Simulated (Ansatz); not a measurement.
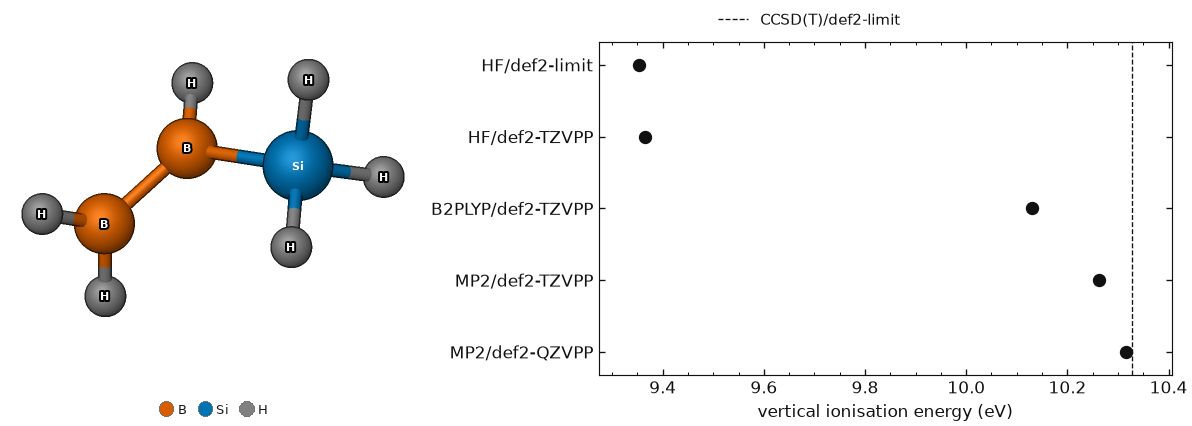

Vertical ionisation energy of B₂SiH₆, SMILES BB[SiH3], taken as the energy of the cation less that of the neutral at fixed geometry (unrestricted doublet cation, cores frozen in correlated methods, no spin-orbit coupling), the Ansatz code, at a PBE0-D4/def2-TZVP geometry (a minimum by its frequencies). Limit means an estimate of the basis limit from triple and quadruple zeta; for coupled cluster it is either extrapolated directly or built as the MP2 limit plus the step from MP2 in triple zeta. B2PLYP/def2-TZVPP holds a correlation term that converges slowly with the basis, so part of the distance to the limit is basis error. The distance of MP2/def2-TZVPP and MP2/def2-QZVPP to the limit includes basis error.

Q: What range do the values span, the line included?

A: From 9.35 eV (HF/def2-limit) to 10.33 eV (CCSD(T)/def2-limit).

Q: Give the values.

A:
```
             level     eV  less CCSD(T)/def2-limit
     HF/def2-limit   9.35                    −0.98
     HF/def2-TZVPP   9.37                    −0.96
 B2PLYP/def2-TZVPP  10.13                    −0.20
    MP2/def2-TZVPP  10.26                    −0.07
    MP2/def2-QZVPP  10.32                    −0.01
CCSD(T)/def2-limit  10.33                     0.00
```
